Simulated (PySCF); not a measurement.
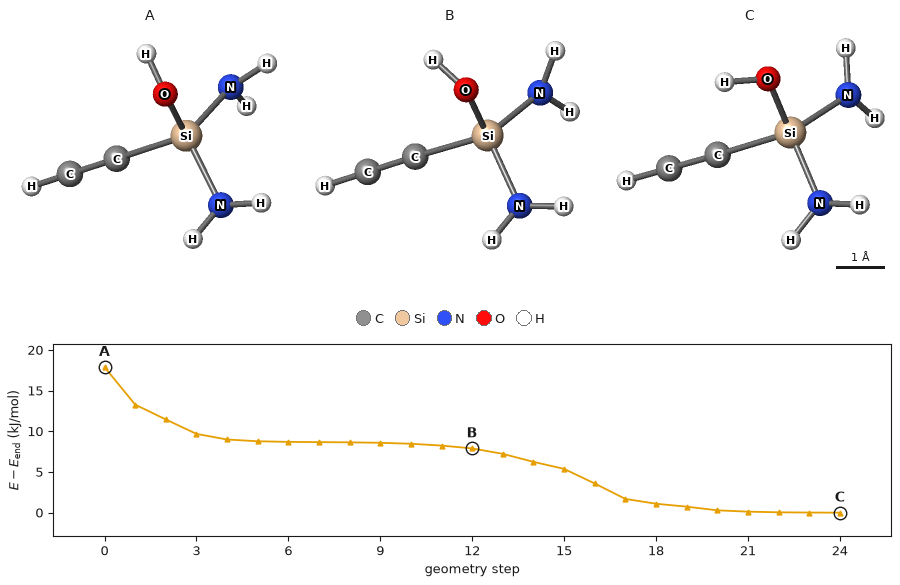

Frames of a relaxation of C₂H₆N₂OSi, marked on the history of the run. The picture is a ball-and-stick view, seen at a tilt.

The start comes from GFN2-xTB. Its atoms were then displaced at random by about 0.01 Å.

All numbers below come from PBE0-D3(BJ)/def2-SVP geometry optimisation, gas phase (PySCF 2.14.0, density-fitted response routines). 

Describe the path.

Answer. The largest move after the best rigid fit is that of an H atom, 0.78 Å. By element the largest moves are H 0.78 Å, N 0.42 Å, O 0.41 Å, C 0.18 Å, Si 0.12 Å. Some distances before and after: C–H 1.037 → 1.076 Å, O–Si 1.635 → 1.666 Å, H–N 1.037 → 1.011 Å, N–Si 1.726 → 1.706 Å. Bond angles that change, for instance: C–Si–N 105.0° → 118.0°, N–Si–N 116.8° → 107.7°, N–Si–O 110.4° → 119.3°. Groups turn about O–Si by about 95°. The energy falls by 17.9 kJ/mol in 24 geometry steps. The run took 2.4 min on 1 thread of Arm Neoverse V1, with other jobs on the host. From step 0 to 12: an H atom moves most (0.56 Å), energy −10.0 kJ/mol. From step 12 to 24: an H atom moves most (0.61 Å), energy −7.90 kJ/mol.

```csv
step,"E − E(0), kJ/mol"
0,0.00
1,-4.62
2,-6.44
3,-8.22
4,-8.91
5,-9.13
6,-9.20
7,-9.23
8,-9.26
9,-9.31
10,-9.43
11,-9.66
12,-10.00
13,-10.67
14,-11.65
15,-12.52
16,-14.31
17,-16.21
18,-16.80
19,-17.16
20,-17.61
21,-17.78
22,-17.86
23,-17.89
24,-17.90
```
